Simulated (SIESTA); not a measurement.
Band structure of NbN (Fm-3m, 2 atoms in the cell).

```yaml
crystal:
  lattice:
    - [0.00000, 2.21132, 2.21132]
    - [2.21132, 0.00000, 2.21132]
    - [2.21132, 2.21132, 0.00000]
  atoms:
    - { symbol: Nb, position: [0.50000, 0.50000, 0.50000] }
    - { symbol: N, position: [0.00000, 0.00000, 0.00000] }
```

Method: GGA PBE, numerical atomic orbitals DZP, PseudoDojo PBE standard norm-conserving potentials (rewritten from UPF to PSML) (SIESTA 5.4.2).

Settings: XC.functional = GGA; XC.authors = PBE; potentials = PseudoDojo PBE standard; PAO.BasisSize = DZP; PAO.EnergyShift = 0.01 Ry; MeshCutoff = 400 Ry; kgrid.MonkhorstPack = 17 17 17; OccupationFunction = FD; ElectronicTemperature = 1160.45 K; MaxSCFIterations = 150; SCF.Mixer.Method = Broyden; SCF.Mixer.Weight = 0.2; SCF.Mixer.History = 6; SCF.DM.Tolerance = 1.0E-05.

The starting cell comes from a database of computed structures (which also holds hypothetical and non-ambient phases and stackings), without a prior relaxation at this level. Its lattice was rescaled by a random factor within 2.5 % of one. Spin polarisation is off. Values carry the incompleteness of an atom-centred basis.

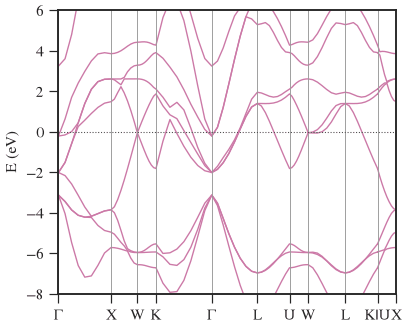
Bands along the path, energies from the Fermi level.

Levels in eV from the Fermi level, bands 6 to 11:
```json
[
 {"point": "Γ", "6": "-3.13", "7": "-3.13", "8": "-3.13", "9": "-2.02", "10": "-2.02", "11": "-2.02"},
 {"point": "X", "6": "-5.72", "7": "-4.97", "8": "-3.86", "9": "-3.86", "10": "1.48", "11": "2.60"},
 {"point": "W", "6": "-6.57", "7": "-5.97", "8": "-5.97", "9": "-0.05", "10": "-0.05", "11": "2.61"},
 {"point": "K", "6": "-6.72", "7": "-5.94", "8": "-5.54", "9": "-1.82", "10": "1.86", "11": "2.10"},
 {"point": "L", "6": "-9.02", "7": "-6.98", "8": "-6.98", "9": "1.39", "10": "1.39", "11": "1.94"},
 {"point": "U", "6": "-6.72", "7": "-5.94", "8": "-5.54", "9": "-1.82", "10": "1.86", "11": "2.10"}
]
```

Bands cross the Fermi level along this path, so the cell is metallic at this level.

Higher empty bands are left out: an atom-centred basis made for the valence describes them poorly.
